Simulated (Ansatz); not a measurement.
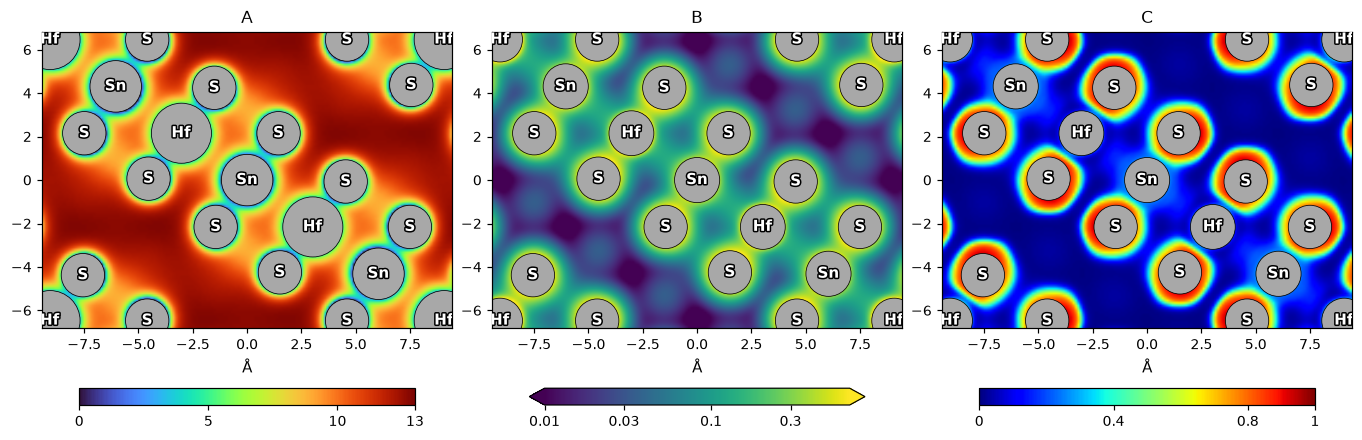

HfSn3S8: 3 fields on the (110) plane of the conventional cell, with unlabelled colour scales. Grey discs cover the atomic cores.

Space group R-3m; a structure generated by program, which may or may not match a known phase; not relaxed (largest force 0.3 eV/Å); computed pressure about −4 GPa in this cell.

All numbers below come from DFT LDA, scalar-relativistic, plane waves, PAW (Ansatz).

Input file:

```
crystal:
  lattice:
    - [3.7350647991, 2.1564406839, 6.0479167941]
    - [-3.7350647991, 2.1564406839, 6.0479167941]
    - [0.0, -4.3128813177, 6.0479168119]
  atoms:
    - { symbol: Hf, position: [0.5, 0.5, 0.5] }
    - { symbol: Sn, position: [0.5, 0.0, 0.5] }
    - { symbol: Sn, position: [0.5, 0.5, 0.0] }
    - { symbol: Sn, position: [0.0, 0.5, 0.5] }
    - { symbol: S, position: [0.746471, 0.746471, 0.746471] }
    - { symbol: S, position: [0.745069, 0.260102, 0.745069] }
    - { symbol: S, position: [0.745069, 0.745069, 0.260102] }
    - { symbol: S, position: [0.260102, 0.745069, 0.745069] }
    - { symbol: S, position: [0.253529, 0.253529, 0.253529] }
    - { symbol: S, position: [0.254931, 0.739898, 0.254931] }
    - { symbol: S, position: [0.254931, 0.254931, 0.739898] }
    - { symbol: S, position: [0.739898, 0.254931, 0.254931] }
basis:
  ecutwfc: 420
kpoints:
  mp_grid: { grid: [6, 6, 6] }
  band_path:
    path:
      - [[0.0, 0.0, 0.0], [0.5, 0.5, 0.5], [0.748577, 0.251423, 0.5]]
      - [[0.5, -0.251423, 0.251423], [0.5, 0.0, 0.0], [0.0, 0.0, 0.0], [0.3757115, -0.3757115, 0.0]]
      - [[0.6242885, 0.0, 0.3757115], [0.5, 0.0, 0.5], [0.0, 0.0, 0.0]]
    npoints: 10
hamiltonian:
  xc: lda
scf:
  occupations: { method: gaussian, width: 0.02 }
  n_extra_bands: 30
output:
  forces: true
  stress: true
  eigenvalues: true
  populations: true
  dos: { projected: true, de: 0.02, nscf_kmesh: { grid: [9, 9, 9] } }
  bader: false
  write_density: true
  write_potential: true
  elf: true
  volumetric_format: npy
```

Run with:

```sh
ansatz run input.yaml --threads 4 --pin off --max-ram 8192MiB --backend cpu --events-out ev --progress --plain --runs-dir out
```

Below, planes, directions and counts refer to the conventional cell (a = 7.47 Å, b = 7.47 Å, c = 18.14 Å, α = 90.00°, β = 90.00°, γ = 120.00°).

Match the panels to the quantities (electron localisation function, electrostatic potential energy of an electron and valence pseudo-density).

Answer. Panel A: electrostatic potential energy of an electron (low next to the atoms, rising into the space between them). Panel B: valence pseudo-density. Panel C: electron localisation function. From the grid: Hf–S (2.58 Å): the density is about 0.45 e/Å³ at the midpoint; the ELF peaks at about 0.90 in the valence shell of S, 0.8 Å from its nucleus, and is about 0.45 at the midpoint. Sn–S (2.60 Å): ρ at the midpoint is about 0.43 e/Å³; the ELF peaks at about 0.85 in the valence shell of S, 0.8 Å from its nucleus, and is about 0.55 at the midpoint.
